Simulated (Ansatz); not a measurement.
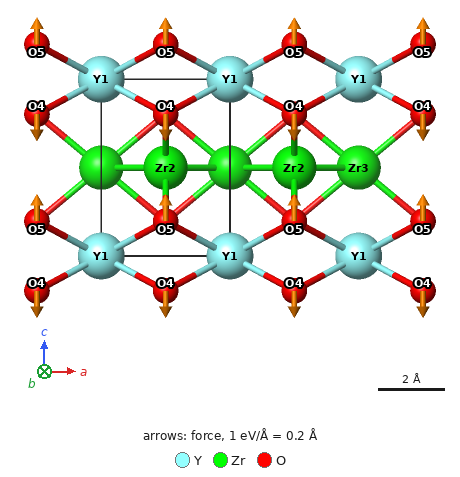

Starting geometry of crystalline YZr2O2 (a generated structure, set up in P4/mmm) (coarse preliminary run) with the computed forces as orange arrows. A ball-and-stick model of the cell of the calculation, repeated 2 × 1 × 1 with one cell outlined, seen along the b axis.

Computed with DFT PBE, scalar-relativistic, plane waves, PAW (Ansatz). Set-up: plane-wave cutoff 420 eV; k-point mesh 4 × 4 × 4; occupations gaussian; smearing width 0.1 eV; no spin polarisation; cell and atoms relaxed; force threshold 0.04 eV/Å; at most 70 steps.

Is this structure relaxed? If not, where do the atoms go?

It isn't relaxed: the largest force vector, on O atoms, is 4.18 eV/Å. The atoms end up moving mostly along the starting forces (cosine between the two patterns 1.00). The energy falls by 1.701 eV per cell of the calculation in 7 accepted moves (9 points after the start). Largest force component: 4.2 eV/Å at the start, 0.0003 eV/Å at the end. The pressure goes from −4.49 to 0.04 GPa. The SCF was repeated twice at an unchanged geometry on a basis and grid sized afresh for the cell, which shifted the energy by 12.4 meV per cell of the calculation at most. The largest moves relative to the cell, 0.46 Å, are those of O4 and O5. O4 goes along −c. Zr and Y stay in place. The drawn cell changes as follows: a = b 3.931 → 3.891 Å (−1.0 %), c 5.397 → 5.726 Å (+6.1 %); the volume changes by +3.9 %. Some distances before and after: Zr2–O4 2.556 → 2.324 Å, Y1–O4 2.976 → 3.178 Å, Y1–Zr2 3.338 → 3.461 Å, Zr2–Zr3 2.779 → 2.751 Å. The space group stays P4/mmm (No. 123).

Limits of the set-up: the k-point mesh is coarse for a cell with partly filled bands.
